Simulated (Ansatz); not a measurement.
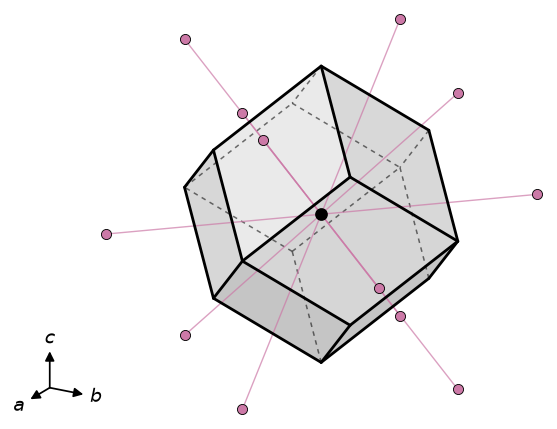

For Ge, the input geometry of an electronic-structure calculation (not necessarily at equilibrium): the Wigner–Seitz cell of the crystal's lattice, with lines to the lattice points that define its faces. All values are computed from the atomic coordinates in the standard setting (tolerance 0.002 Å).

a = 5.772 Å, b = 5.772 Å, c = 5.772 Å, α = 90.00°, β = 90.00°, γ = 90.00°; space group Fd-3m, No. 227, origin choice 1.

### Which of Fedorov's five parallelohedra is it?

A rhombic dodecahedron: 12 faces (12 with 4 edges), 24 edges, 14 vertices. Its volume is that of the primitive cell, 48.1 Å³.

### Which lattice vectors do the faces bisect?

| example | length (Å) | faces | edges of each | area (Å²) |
| --- | --- | --- | --- | --- |
| 1/2 a + 1/2 b | 4.08 | 12 | 4 | 5.9 |
